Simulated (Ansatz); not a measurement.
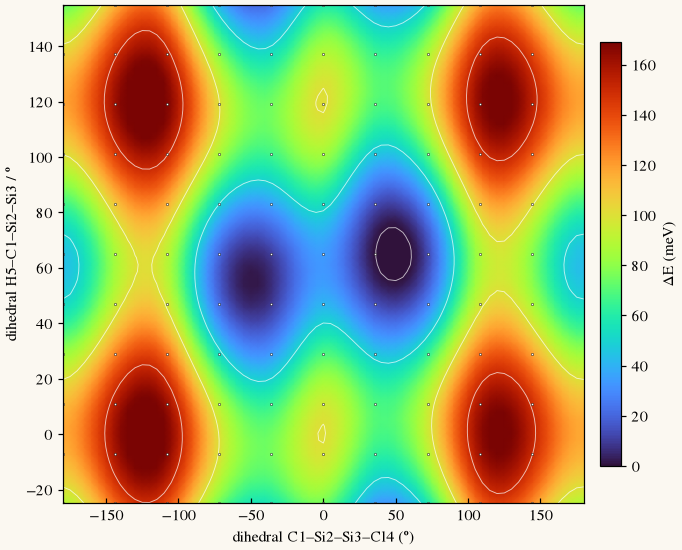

CH₇ClSi₂, SMILES C[SiH2][SiH2]Cl. First axis: dihedral C1–Si2–Si3–Cl4. Second axis: dihedral H5–C1–Si2–Si3. Nothing is relaxed (all other coordinates rigid). The scan uses a 10 × 11 grid. Points are written as (first, second). Energies: meV, counted from the lowest grid point. The calculation used Ansatz, RKS B3LYP-D4/def2-SVP.

In the figure: a smooth colour map with a few white contour lines, dots at the grid points. Between grid points the surface is interpolated.

The lowest grid point is at (36°, 65°). The bottom of the well lies between grid points, at about (50°, 65°), about 4.8 meV lower on the interpolated surface. The energy also falls towards the edge at (−36°, 155°) (24 meV above the lowest) and (36°, −25°) (35 meV above the lowest), where a further well may lie outside the range. Higher local minima lie near (−36°, 47°) (9 meV above the lowest at that grid point); (−180°, 65°) (44 meV above the lowest at that grid point). The highest grid point, (−108°, 119°), lies 169 meV above the lowest. On the interpolated surface the easiest way out of the lowest well to the well at about (−50°, 55°) passes a barrier of about 38 meV, counted from the interpolated bottom of the well.

The level of theory is changed to RKS SPW92 (LDA)/def2-SVP (Ansatz 0.2.0); with it change the reference geometry, relaxed at the new level; the new grid has 18 × 17 points, laid about the new relaxed structure.

What does this change do to the map?

Answer. The minimum (interpolated where it lies between grid points) moves from about (50°, 65°) to about (45°, 70°). The easiest pass out of the lowest well goes from about 38 to about 48 meV on the interpolated surfaces.

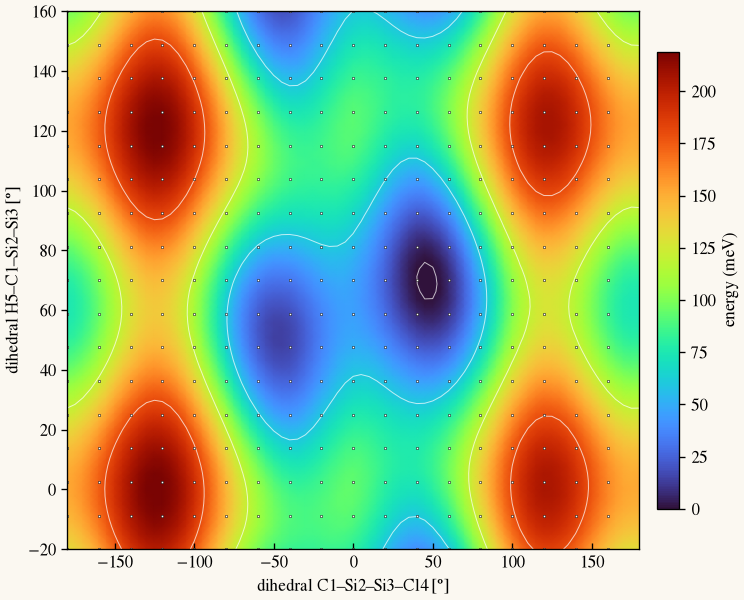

The map after the change, on a colour scale of its own. The picture shows a smooth colour map with a few white contour lines, dots at the grid points. Between grid points the surface is interpolated.
